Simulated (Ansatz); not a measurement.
**U-revPBE/3-21G run of PH (SMILES [PH])**

What is the energy change on altering one bond length of PH at U-revPBE/3-21G? 

Program for the calculation: Ansatz 0.2.0.

52 further runs of the same task are left out: 52 set aside as unsound or not needed.

### Step 1. The molecule

PH has 2 atoms, charge 0, and is taken as a triplet. SMILES: `[PH]`. The shape is that of a PBE0-D4/def2-TZVP optimisation.

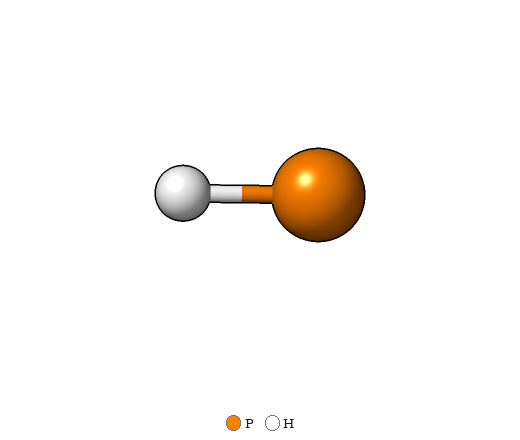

The structure, seen from a chosen angle (phosphorus orange, hydrogen white).

### Step 2. The energy at U-revPBE/3-21G

The input, job.yaml:

```yaml
crystal:
  periodic: [false, false, false]
  atoms:
    - {symbol: P, position_ang: [-0.000000, -0.000000, -0.014610]}
    - {symbol: H, position_ang: [0.000000, 0.000000, 1.413680]}
basis:
  gaussian:
    orbitals: 3-21G.json
hamiltonian:
  xc: {name: revPBE}
accuracy: high
magnetization:
  spin_polarized: true
  initial_magnetization: 2
```

The basis set 3-21G is read from a file made from the Basis Set Exchange's data (not shown).

Command:

```sh
$ ansatz run job.yaml --threads 1 --pin off --max-ram 3480MiB --events-out events.jsonl --progress --plain --runs-dir runs
```

The program printed:

```text
Warning: RAYON_NUM_THREADS=1 ignored (pool sized by the plan → 1); use --threads N
Functional definition: revPBE
  name "revPBE"
  parameter kappa = 1.245
  parameter beta = 0.06672455060314922
  exchange = pbe_x(kappa = kappa, mu = beta*pi^2/3)
  correlation = pbe_c(beta = beta)
277 factors; integrals over basis functions are off by at most 2.2e-9 eV
mean field evaluation 1: about -9253.6022 eV, gradient 3.3e0 eV
mean field evaluation 2: about -9253.6766 eV, gradient 1.9e0 eV
mean field evaluation 4: about -9253.7009 eV, gradient 1.2e-1 eV
mean field evaluation 8: about -9253.6951 eV, gradient 2.4e-3 eV
mean field -9253.69514401 eV, -340.0670241624 hartree, gradient 8.7e-8 eV, S^2 2.003040; 0 other end points of the search recorded, 0 dependent functions left out
reference -9253.69514614 eV, -340.0670242408 hartree; 9, 7 occupied and 6, 8 virtual orbitals, 277 factors
Total energy: -9253.69514614 eV, -340.0670242408 hartree
```

It took 0.5 s on 1 thread of Arm Neoverse V2, shared host.

### Step 3. The distorted shape, same level

The input, input.yaml:

```yaml
crystal:
  periodic: [false, false, false]
  atoms:
    - {symbol: P, position_ang: [-0.000000, -0.000000, -0.371720]}
    - {symbol: H, position_ang: [0.000000, 0.000000, 1.413680]}
basis:
  gaussian:
    orbitals: 3-21G.json
magnetization:
  spin_polarized: true
  initial_magnetization: 2
hamiltonian:
  xc: {name: revPBE}
accuracy: high
```

The basis set 3-21G is read from a file made from the Basis Set Exchange's data (not shown).

Command:

```sh
$ ansatz run input.yaml --threads 1 --pin off --max-ram 3480MiB --events-out events.jsonl --progress --plain --runs-dir runs
```

The program printed, cut to the lines that bear on the results:

```text
Warning: RAYON_NUM_THREADS=1 ignored (pool sized by the plan → 1); use --threads N
[... 6 set-up lines as earlier in the session ...]
276 factors; integrals over basis functions are off by at most 2.2e-9 eV
mean field evaluation 1: about -9253.1915 eV, gradient 2.1e0 eV
mean field evaluation 2: about -9253.2312 eV, gradient 1.3e0 eV
mean field evaluation 4: about -9253.2457 eV, gradient 1.9e-1 eV
mean field evaluation 8: about -9253.2431 eV, gradient 5.8e-3 eV
mean field evaluation 16: about -9253.2431 eV, gradient 8.1e-8 eV
mean field -9253.24312658 eV, -340.0504128285 hartree, gradient 8.1e-8 eV, S^2 2.009578; 0 other end points of the search recorded, 0 dependent functions left out
reference -9253.24312878 eV, -340.0504129091 hartree; 9, 7 occupied and 6, 8 virtual orbitals, 276 factors
Total energy: -9253.24312878 eV, -340.0504129091 hartree
```

Run time: 0.56 s. Hardware: 1 thread of Arm Neoverse V2, shared host.

### Step 4. Outcome

At U-revPBE/3-21G:

```
                                                         quantity          value
                                        first shape: total energy  -340.06702 Eh
                                                first shape: ⟨S²⟩          2.003
                                    distorted shape: total energy  -340.05041 Eh
                                            distorted shape: ⟨S²⟩          2.010
energy change with the P1–H2 bond stretched from 1.428 to 1.785 Å       0.452 eV
```

What this shows: With the P1–H2 bond stretched from 1.428 to 1.785 Å the energy rises by 0.45 eV (43.6 kJ/mol). The first shape isn't relaxed at this level, so the change isn't measured from a minimum.
